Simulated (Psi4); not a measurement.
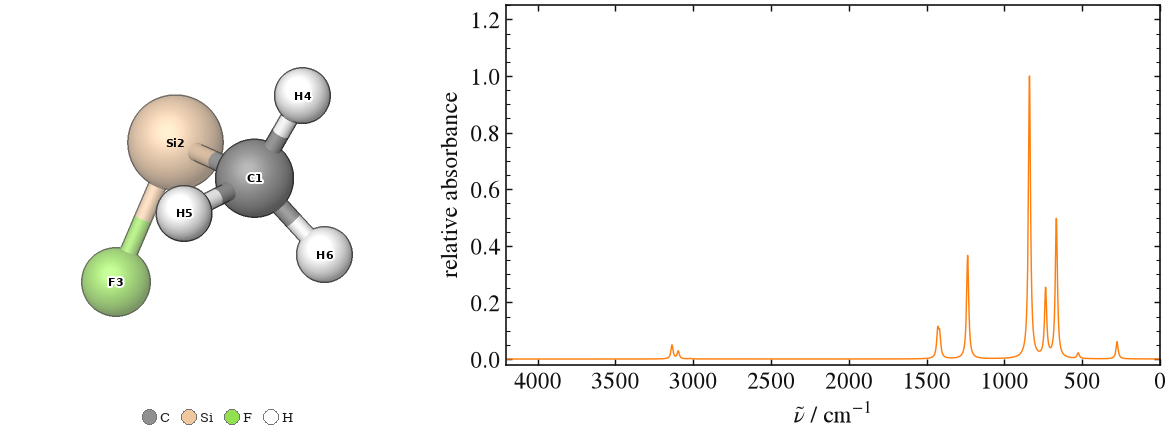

Infrared spectrum of CH₃FSi, SMILES C[Si]F. Unscaled harmonic wavenumbers and double-harmonic intensities, PBE0/def2-TZVP (dispersion D4) with Psi4, at a geometry relaxed at this level, isolated molecule. Lorentzian lines of 16 cm⁻¹ full width. Close modes add up in the curve.

Question: Which lines are the most intense?

Answer: 838.5 cm⁻¹ (127.5 km/mol), 665.7 cm⁻¹ (63.6 km/mol) and 1235.8 cm⁻¹ (46.7 km/mol).

Question: Which is the highest mode?

Answer: 3135.8 cm⁻¹ (6.3 km/mol).

Question: List the modes.

Answer:
```tsv
cm⁻¹	km/mol
79.0	0.0
275.3	7.8
525.2	2.5
665.7	63.6
734.6	31.1
838.5	127.5
1235.8	46.7
1415.8	9.9
1428.0	11.6
3018.8	0.2
3095.8	3.5
3135.8	6.3
```

Caveats: closed-shell singlet; other spin states weren't compared here.
